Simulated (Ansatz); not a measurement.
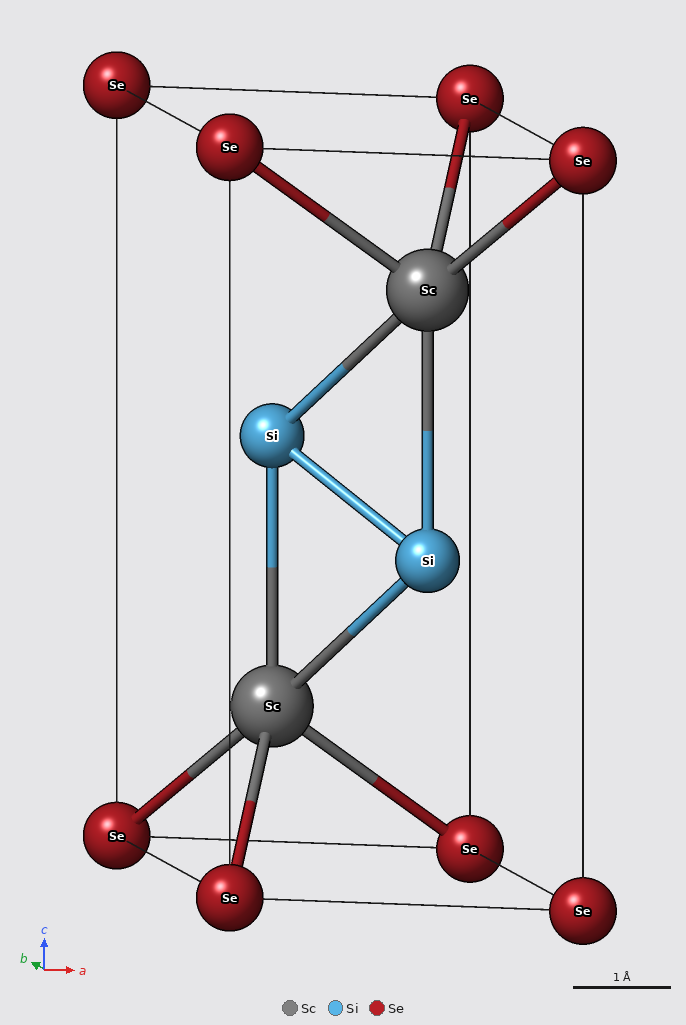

Ball-and-stick drawing of the structure, looking slightly off an axis. The conventional unit cell is drawn as a box.

Sc₂Si₂Se, space group P-3m1 (No. 164), a = 3.740 Å, b = 3.740 Å, c = 7.911 Å, α = 90.00°, β = 90.00°, γ = 120.00°. The model was built from a structure type filled with these elements by a generator (whether the compound takes this form wasn't checked). Earlier steps of the study may have refined or changed the cell and positions. An electronic-structure calculation with Ansatz was run on it.

This one geometry was computed with Ansatz (DFT, plane waves, PAW) at three levels of theory: LDA, r2SCAN and PBE.

Which level gives the highest pressure at this volume, and what does that say about its equilibrium volume?

Highest: PBE (0.0 GPa), which points to the largest equilibrium volume. Lowest, with the smallest volume: LDA (-5.6 GPa). Levels within 0.5 GPa of each other can't be told apart.

How does the band gap change with the level of theory?

All levels give a metal.

Collect the results in a table.

| level | cutoff (eV) | k-mesh of the run's cell | gap (eV) | pressure (GPa) |
| --- | --- | --- | --- | --- |
| LDA | 420 | 12×12×6 | metal | -5.6 |
| r2SCAN | 500 | 12×12×6 | metal | -0.6 |
| PBE | 420 | 12×12×6 | metal | 0.0 |

Gaps are taken on the k-mesh or band path of each run.
